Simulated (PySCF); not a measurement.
## A study: FH, SMILES `F`

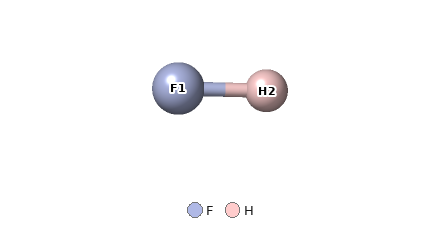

The molecule, with its atoms numbered as below. No frequency check shows the geometry to be a minimum.

Cartesian coordinates (Å):

```
F1       0.0932    0.0000    0.0000
H2      -0.8392    0.0000    0.0000
```

## 1. Bonding charge

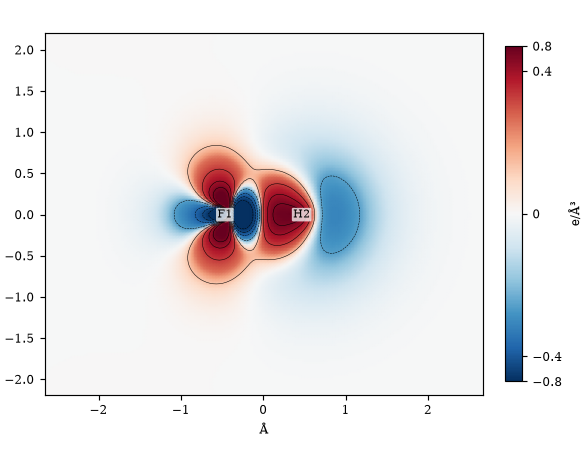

Deformation density (molecule less spherical, spin-averaged free atoms) in a plane that holds the bond; colour scale in e/Å³, logarithmic beyond ±0.1; red: gain, blue: loss.

Computed with PySCF, ωB97X/def2-SVPD, geometry: GFN2-xTB.

**Describe the bonding that the map shows.**

F1–H2: +0.75 e/Å³ at the bond critical point (bond length 0.93 Å). In all, 0.4 electrons gather in the regions of gain relative to the promolecule.

**Where do the Hirshfeld charges lie?**

The highest Hirshfeld charge is on H2 (+0.22 e), the lowest on F1 (−0.22 e).

## 2. Bond critical points

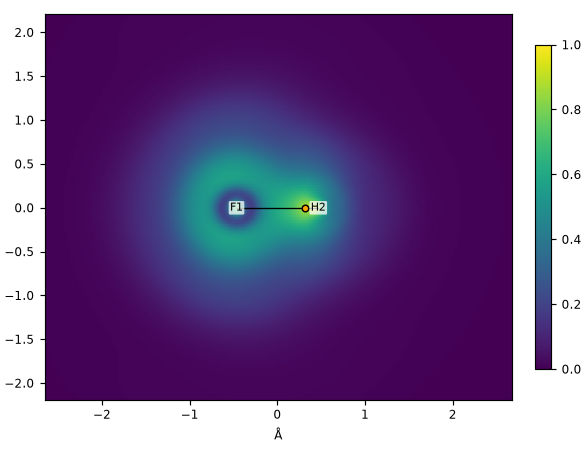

Localised orbital locator (LOL) in a plane that holds the bond, with bond paths and bond critical points (dots).

**What values does LOL take at the bond critical points in this plane?**

F1–H2: about 0.87. Values above 0.5 mark slow, localised electrons, as in shared pairs; low values at a critical point mark a polar or closed-shell contact whose critical point lies between the shells.

**Where along F1–H2 does the critical point lie?**

0.78 Å from F1 and 0.15 Å from H2.

## 3. Local ionisation energy

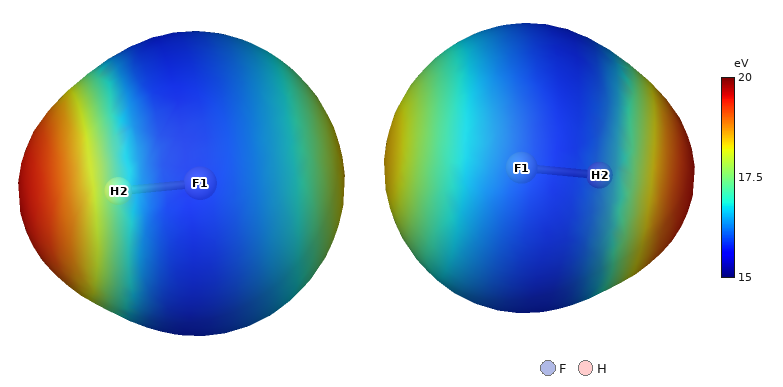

Average local ionisation energy on the surface of electron density 0.001 a.u. (back view left, front view right).

**Locate the minima of the map.**

The lowest value is 15.8 eV, off the F1–H2 bond (1.7 to 1.8 Å from its atoms), and at like points elsewhere. For comparison, the highest occupied orbital lies at −14.5 eV.

## 4. Excited states

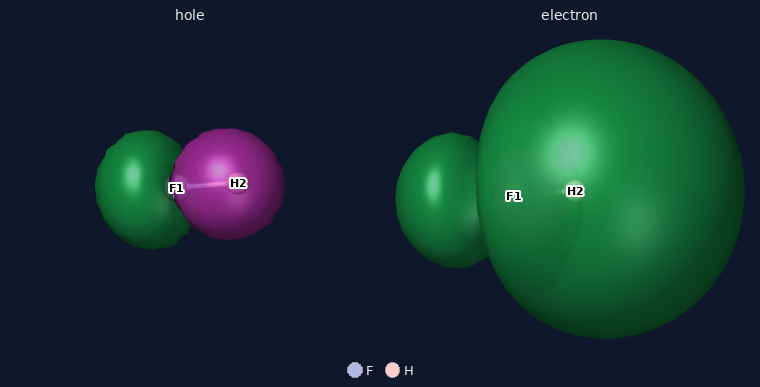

Leading natural transition orbital pair of S₃ (full linear response singlet states); the surfaces enclose about 85 % of each orbital's density.

PySCF calculation, M06-2X/6-311+G**, gas phase; geometry: GFN2-xTB.

**Where does the state lie, and where do hole and electron sit?**

14.29 eV (87 nm), f = 0.240 (bright), partly diffuse acceptor orbital; the leading pair carries 91 %; hole on F1 (83 %) and H2 (17 %), electron on H2 (69 %) and F1 (31 %) (atom shares of so diffuse an orbital are rough); their centroids lie 1.0 Å apart. In canonical orbitals it is mainly HOMO−2 → LUMO (90 %). The HOMO–LUMO gap is 15.01 eV.

## 5. In an electric field

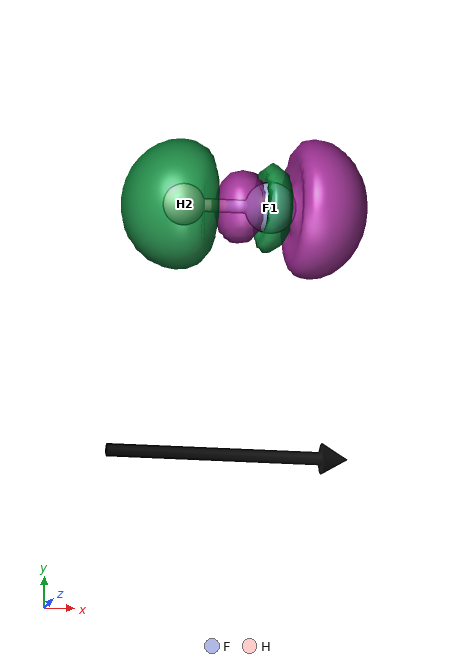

Change of the electron density in a uniform field of 0.51 V/Å along +x (arrow), surfaces at ±0.004 e/Å³ (green: gain, purple: loss).

PySCF calculation, M06-2X/def2-SVPD, gas phase; geometry: GFN2-xTB.

The field was applied in both directions; the picture shows the one opposite to the script's first.

**What dipole is induced, and what polarisability does it imply?**

The induced dipole is 0.16 D (along the field); α along this axis, from the fields in both directions, is 6 bohr³ (0.9 Å³).

## 6. Localised orbitals

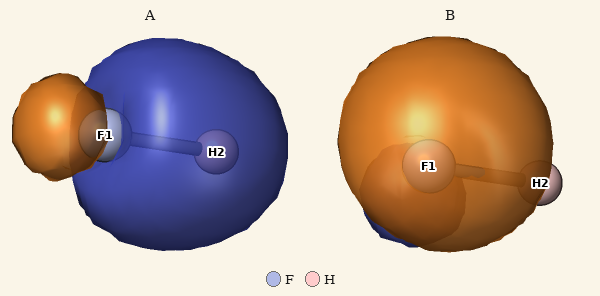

Foster–Boys orbitals, occupied; each surface holds about 85 % of the orbital's density. Energies are diagonal elements of the Fock matrix.

PySCF calculation, B3LYP/6-311G**, gas phase; geometry: GFN2-xTB.

**What does each orbital represent in a Lewis picture?**

By panel:
- A: σ bond F1–H2 (F1 71 %, H2 29 %; −21.5 eV)
- B: lone pair on F1 (sp2.7-type) (F1 100 %; −15.5 eV)
